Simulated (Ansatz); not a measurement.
**C2H4FPSi: two geometries relaxed**

Aim: relax the geometries before and after the shift of H7 from Si3 to C2, and see whether they are two minima and how far apart in energy. SMILES of the start: C#C[SiH](F)P.

All numbers below are computed with Ansatz 0.2.0 (RKS BHLYP-D4/def2-SVP).

## Step 1: The system as given

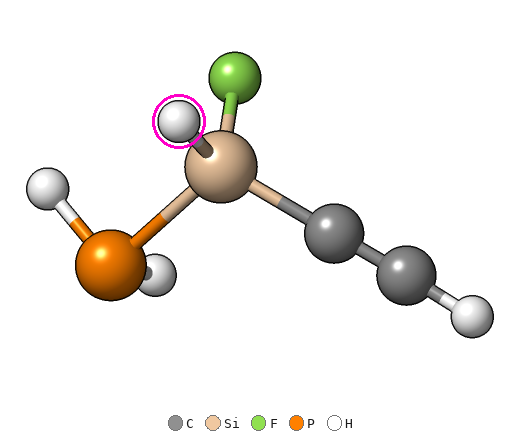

The starting structure, seen from a chosen angle (carbon grey, silicon light orange, fluorine green, phosphorus orange, hydrogen white). Ringed: H7.

Coordinates:

```xyz
9

C    -2.5002   -0.3967    0.3199
C    -1.3975   -0.0332    0.3849
Si    0.3688    0.4669    0.4899
F     1.2135   -0.4743    1.5592
P     1.3588    0.1437   -1.4877
H    -3.5732   -0.6238    0.2382
H     0.5918    1.8843    0.9168
H     1.3287   -1.2439   -1.4643
H     2.6977    0.2306   -0.9741
```

## Step 2: Relaxing end A

File input.yaml:

```yaml
crystal:
  periodic: [false, false, false]
  atoms:
    - { symbol: C, position_ang: [-2.5002, -0.3967, 0.3199] }
    - { symbol: C, position_ang: [-1.3975, -0.0332, 0.3849] }
    - { symbol: Si, position_ang: [0.3688, 0.4669, 0.4899] }
    - { symbol: F, position_ang: [1.2135, -0.4743, 1.5592] }
    - { symbol: P, position_ang: [1.3588, 0.1437, -1.4877] }
    - { symbol: H, position_ang: [-3.5732, -0.6238, 0.2382] }
    - { symbol: H, position_ang: [0.5918, 1.8843, 0.9168] }
    - { symbol: H, position_ang: [1.3287, -1.2439, -1.4643] }
    - { symbol: H, position_ang: [2.6977, 0.2306, -0.9741] }
basis:
  gaussian: { orbitals: def2-SVP }
hamiltonian:
  xc: { name: BHLYP }
  dispersion: d4
relax:
  f_tol: 0.02
  max_steps: 50
```

The run is started by

```console
$ ansatz run input.yaml --threads 2 --pin off --max-ram 3072MiB --backend cpu --events-out ev --progress --plain --runs-dir out
```

What it wrote (excerpt; [...] marks lines left out):

```text
Warning: RAYON_NUM_THREADS=2 ignored (pool sized by the plan → 2); use --threads N
[...]
Functional definition: BHLYP
[...]
1029 factors; integrals over basis functions are off by at most 5.5e-4 eV
[...]
mean field -22010.53301181 eV, -808.8721689088 hartree, gradient 3.5e-5 eV, S^2 0.000000; 0 other end points of the search recorded, 0 dependent functions left out
[...]
reference -22010.53317900 eV, -808.8721750532 hartree; 27, 27 occupied and 71, 71 virtual orbitals, 1029 factors
relax step   1: F+E_penalty+E_count = -22010.81753334 eV  Δ(F+E_penalty+E_count) = +0.000e0 eV  max|allowed force component| = 6.371e0 eV/Å  Δτ_max = 0.0000 Å  (28 SCF iters, accepted)
[...]
relax step   6: F+E_penalty+E_count = -22011.07386526 eV  Δ(F+E_penalty+E_count) = -8.147e-3 eV  max|allowed force component| = 3.387e-2 eV/Å  Δτ_max = 0.0243 Å  (34 SCF iters, accepted)
[...]
relax step   7: F+E_penalty+E_count = -22011.07407542 eV  Δ(F+E_penalty+E_count) = -2.102e-4 eV  max|allowed force component| = 5.772e-3 eV/Å  Δτ_max = 0.0063 Å  (25 SCF iters, accepted)
1029 factors; integrals over basis functions are off by at most 5.4e-4 eV
[...]
mean field -22010.78915568 eV, -808.8815820225 hartree, gradient 2.4e-5 eV, S^2 0.000000; 1 other end points of the search recorded, 0 dependent functions left out
[...]
reference -22010.78932134 eV, -808.8815881106 hartree; 27, 27 occupied and 71, 71 virtual orbitals, 1029 factors
Total energy: -22011.07424109 eV, -808.8920587180 hartree
Atom 0 at    -2.488870    -0.355443     0.303558 Å, force     0.000843     0.001596     0.000088 eV/Å
Atom 1 at    -1.332239    -0.031928     0.402561 Å, force     0.004593    -0.000325    -0.003070 eV/Å
Atom 2 at     0.423308     0.450582     0.498479 Å, force    -0.000780     0.004219     0.000668 eV/Å
Atom 3 at     1.132553    -0.467425     1.623372 Å, force     0.000944     0.001565     0.000114 eV/Å
Atom 4 at     1.348935     0.155080    -1.521514 Å, force    -0.002344    -0.002542     0.004548 eV/Å
Atom 5 at    -3.514992    -0.640932     0.219865 Å, force    -0.000465    -0.000295    -0.000443 eV/Å
Atom 6 at     0.552205     1.852227     0.931467 Å, force    -0.002794    -0.005772     0.000640 eV/Å
Atom 7 at     1.291071    -1.257757    -1.440998 Å, force    -0.003283     0.000095     0.000051 eV/Å
Atom 8 at     2.676429     0.249195    -1.033989 Å, force     0.003285     0.001459    -0.002597 eV/Å
Dipole moment:    -0.201686     0.023897    -0.137225 e Å
```

Wall time 8.1 s (2 threads of AMD EPYC 9R45 (Zen 5), shared host); peak memory 0.22 GiB.

Step by step:

| step | energy from step 1 (eV) | largest force component (eV/Å) |
| --- | --- | --- |
| 1 | 0.0000 | 6.3712 |
| 2 | -0.1392 | 1.3988 |
| 3 | -0.2154 | 1.0095 |
| 4 | -0.2307 | 0.7268 |
| 5 | -0.2482 | 0.4398 |
| 6 | -0.2563 | 0.0339 |
| 7 | -0.2565 | 0.0058 |

Step 1 is the start.

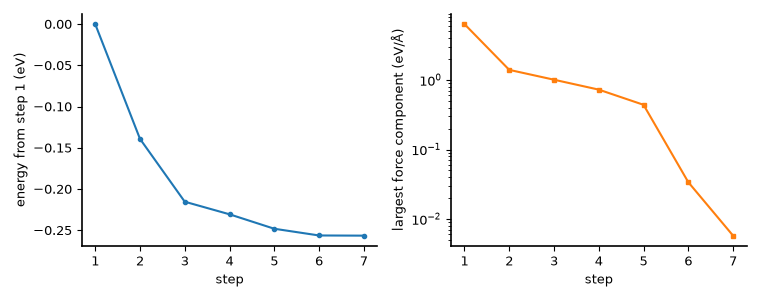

How energy and force went from step to step.

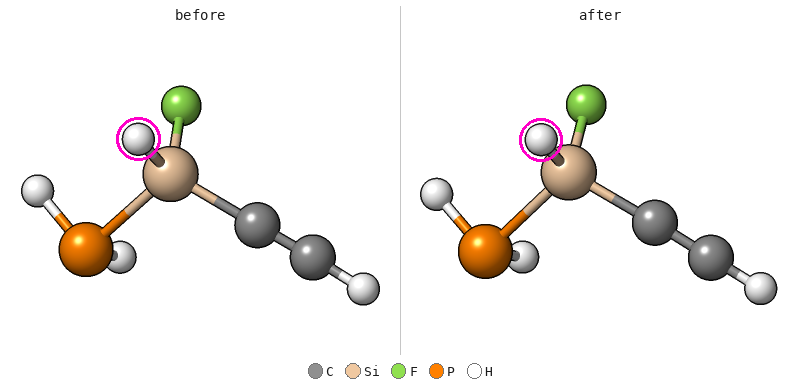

Before and after, at one scale.

After: Bond lengths: C1–C2 1.205 Å, C2–Si3 1.823 Å, Si3–F4 1.616 Å, Si3–P5 2.242 Å, C1–H6 1.068 Å, Si3–H7 1.473 Å, P5–H8 1.416 Å, P5–H9 1.417 Å. Angles: C1–C2–Si3 178.3°, C2–C1–H6 179.8°, C2–Si3–F4 108.0°, C2–Si3–P5 108.4°, C2–Si3–H7 110.6°, F4–Si3–P5 111.8°, F4–Si3–H7 107.3°, P5–Si3–H7 110.7°, Si3–P5–H8 93.6°, Si3–P5–H9 93.9°, H8–P5–H9 94.9°.

## Step 3: Relaxing end B

The second end starts from a geometry with the move made by hand.

Edit input.yaml of step 2 so:

```diff
@@ -9,3 +9,3 @@
     - { symbol: H, position_ang: [-3.5732, -0.6238, 0.2382] }
-    - { symbol: H, position_ang: [0.5918, 1.8843, 0.9168] }
+    - { symbol: H, position_ang: [-1.34523, 1.05414, 0.44027] }
     - { symbol: H, position_ang: [1.3287, -1.2439, -1.4643] }
```

The run is started by

```console
$ ansatz run input.yaml --threads 2 --pin off --max-ram 3072MiB --backend cpu --events-out ev --progress --plain --runs-dir out
```

What it wrote (excerpt; [...] marks lines left out):

```text
Warning: RAYON_NUM_THREADS=2 ignored (pool sized by the plan → 2); use --threads N
[...]
[... 1 set-up line as earlier in the session ...]
[...]
1032 factors; integrals over basis functions are off by at most 3.8e-4 eV
[...]
mean field -22006.04994248 eV, -808.7074191496 hartree, gradient 2.3e-5 eV, S^2 0.000000; 0 other end points of the search recorded, 0 dependent functions left out
[...]
reference -22006.05010486 eV, -808.7074251169 hartree; 27, 27 occupied and 71, 71 virtual orbitals, 1032 factors
relax step   1: F+E_penalty+E_count = -22006.35433025 eV  Δ(F+E_penalty+E_count) = +0.000e0 eV  max|allowed force component| = 9.483e0 eV/Å  Δτ_max = 0.0000 Å  (31 SCF iters, accepted)
[...]
relax step   5: F+E_penalty+E_count = -22008.33584136 eV  Δ(F+E_penalty+E_count) = -6.525e-1 eV  max|allowed force component| = 3.121e0 eV/Å  Δτ_max = 0.1944 Å  (33 SCF iters, accepted)
[...]
Total energy: -22011.07427266 eV, -808.8920598781 hartree
Atom 0 at    -2.676479    -0.653322     0.128478 Å, force     0.002412     0.000188     0.000043 eV/Å
Atom 1 at    -1.557361    -0.233372     0.281826 Å, force    -0.004131    -0.000569    -0.000542 eV/Å
Atom 2 at     0.143332     0.398185     0.460506 Å, force     0.001934     0.001267    -0.001367 eV/Å
Atom 3 at     0.868837    -0.443225     1.633851 Å, force     0.000817     0.000249     0.000026 eV/Å
Atom 4 at     1.191267     0.159225    -1.506471 Å, force    -0.001594    -0.000754     0.002354 eV/Å
Atom 5 at    -3.669550    -1.024607    -0.003479 Å, force    -0.000064    -0.000230    -0.000564 eV/Å
Atom 6 at     0.129051     1.809814     0.878808 Å, force     0.000611    -0.000656     0.000360 eV/Å
Atom 7 at     1.240409    -1.252934    -1.409834 Å, force    -0.000364     0.000478     0.000197 eV/Å
Atom 8 at     2.481865     0.363677    -0.957415 Å, force     0.000379     0.000027    -0.000508 eV/Å
Dipole moment:    -0.195649     0.005254    -0.147683 e Å
```

Run time: 19 s. Hardware: 2 threads of AMD EPYC 9R45 (Zen 5), shared host; peak memory 0.23 GiB.

Relaxation path:

| step | energy from step 1 (eV) | largest force component (eV/Å) |
| --- | --- | --- |
| 1 | 0.0000 | 9.4830 |
| 2 | -0.8200 | 2.1608 |
| 3 | -1.0251 | 2.1078 |
| 4 | -1.3290 | 2.0549 |
| 5 | -1.9815 | 3.1211 |
| 6 | -2.8945 | 2.3956 |
| 7 | -3.6361 | 2.1199 |
| 8 | -4.0879 | 1.5188 |
| 9 | -4.4213 | 0.9763 |
| 10 | -4.5799 | 0.5152 |
| 11 | -4.6940 | 0.2351 |
| 12 | -4.7085 | 0.4653 |
| 13 | -4.7157 | 0.1622 |
| 14 | -4.7192 | 0.0209 |
| 15 | -4.7196 | 0.0162 |
| 16 | -4.7197 | 0.0207 |
| 17x | -4.7197 | 0.0184 |
| 18 | -4.7198 | 0.0041 |

Step 1 is the start. 1 step was tried and not accepted (marked x).

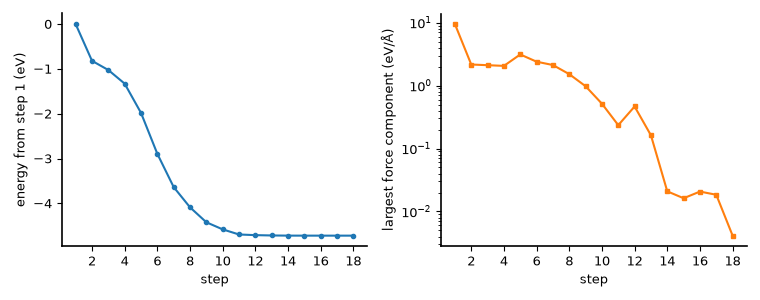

How energy and force went from step to step.

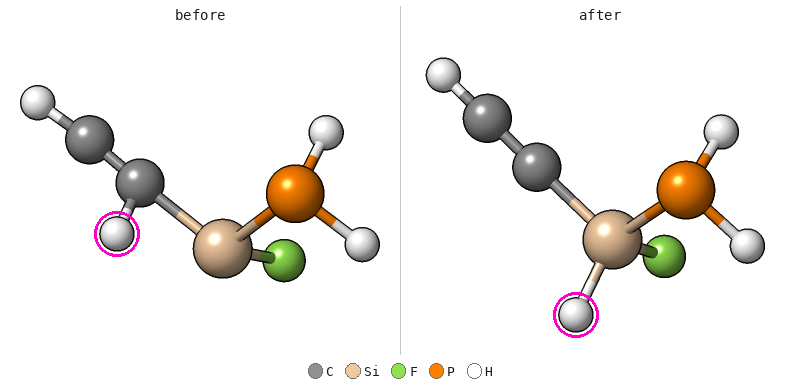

Before and after, at one scale.

After: Bond lengths: C1–C2 1.205 Å, C2–Si3 1.823 Å, Si3–F4 1.616 Å, Si3–P5 2.241 Å, C1–H6 1.068 Å, Si3–H7 1.472 Å, P5–H8 1.416 Å, P5–H9 1.417 Å. Angles: C1–C2–Si3 178.3°, C2–C1–H6 179.8°, C2–Si3–F4 108.0°, C2–Si3–P5 108.3°, C2–Si3–H7 110.5°, F4–Si3–P5 111.8°, F4–Si3–H7 107.3°, P5–Si3–H7 110.9°, Si3–P5–H8 93.6°, Si3–P5–H9 94.0°, H8–P5–H9 94.9°.

Pairs that crossed the distance rule for bonds on the way: came closer Si3–H7; moved apart C2–H7.

## Step 4: What came out

```
                           quantity                     value
                              end A   6 moves, 0.257 eV lower
                              end B  16 moves, 4.720 eV lower
largest difference between the ends                    0.01 Å
            end B relative to end A                 -0.000 eV
```

Both starts fell into the same minimum (no atom differs by more than 0.01 Å), so from this start no second minimum was found and no band was run; another arrangement could still be one.
